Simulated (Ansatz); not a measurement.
| atom | x (Å) | y (Å) | z (Å) |
| --- | --- | --- | --- |
| B | 0.9147 | -1.7915 | -0.7722 |
| P | 1.8483 | -0.2401 | -0.4160 |
| Sn | 1.6385 | 0.3705 | 2.0274 |
| H | 0.9987 | -2.6833 | 0.0341 |
| H | 0.2907 | -1.9269 | -1.7930 |
| H | 1.4660 | 0.7787 | -1.3275 |
| H | 1.5995 | 2.1042 | 1.5789 |

Geometry: B3LYP-D3(BJ)/def2-SVP; core potentials replace the inner electrons of Sn.

Theory: isolated molecule in a Gaussian basis; Kohn-Sham density functional theory, functional PBE0 (Ansatz).

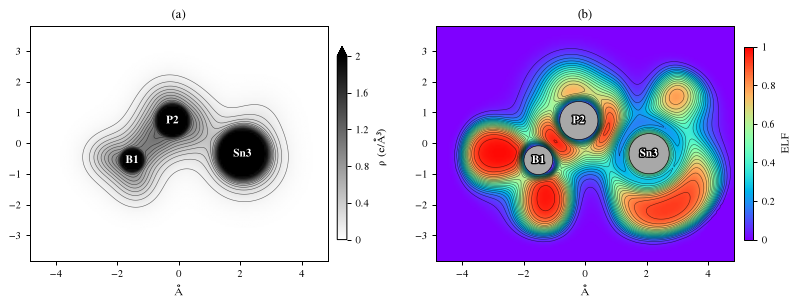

BH4PSn. (a) electron density; (b) ELF on the plane of atoms B1, P2 and Sn3. Grey discs cover the atomic cores in the ELF map.

Q: Describe what can be read from this map.

A: The section cuts through B, P and Sn sites.
B–P (1.85 Å): ρ is about 1.1 e/Å³ halfway; the ELF peaks at about 0.95 between the atoms: a shared electron pair.
Sn–P (2.53 Å): ρ at the midpoint is about 0.49 e/Å³; the ELF peaks at about 0.90 between the atoms; localised, covalent bonding.
